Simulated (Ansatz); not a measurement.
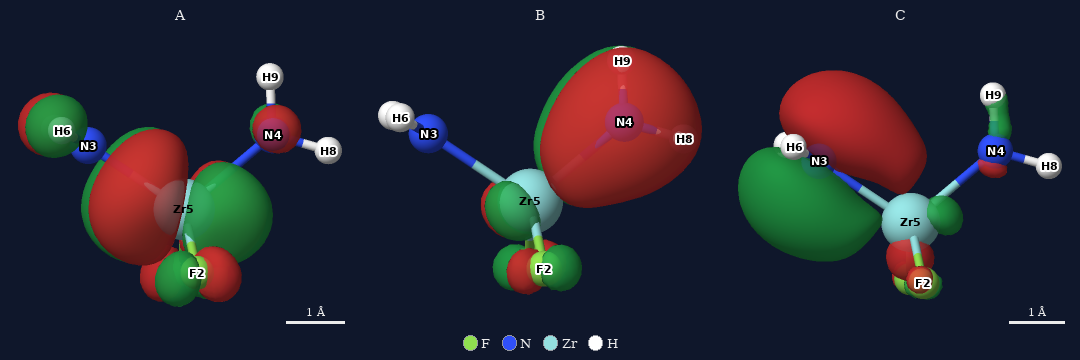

*F2H4N2Zr (SMILES [NH2][Zr]([NH2])([F])[F]). Three frontier orbitals at ±0.1 Å⁻³ᐟ² (green and red are the two phases), in no order.*

Geometry: PBE0-D4/def2-SVP; core potentials replace the inner electrons of Zr.

The calculation used isolated molecule in a Gaussian basis; Kohn-Sham density functional theory, functional PBE0 (Ansatz).

```xyz
9

F    -1.1383   -1.4469    2.5232
F     0.0436    0.0831    0.0047
N     1.5733   -2.5554    1.1210
N     1.5839    0.2109    2.8064
Zr    0.4520   -0.9363    1.5784
H     2.1679   -2.6556    0.2999
H     1.5540   -3.4504    1.6073
H     1.2794    1.0990    3.2023
H     2.5273    0.0237    3.1358
```

**Which picture is the HOMO−1, the HOMO and the LUMO?**

C is the HOMO−1 (−7.96 eV). Its weight (Hirshfeld) is mainly on N3 (about 70 %) and Zr5 (about 15 %); largely a lone pair of N3. B is the HOMO (−7.62 eV). Its weight (Hirshfeld) is mainly on N4 (about 70 %) and Zr5 (about 15 %); largely a lone pair of N4. A is the LUMO (−0.51 eV). By Hirshfeld shares it lies mainly on Zr5 (about 70 %).

**What is the HOMO–LUMO gap?**

7.11 eV between the orbital energies.
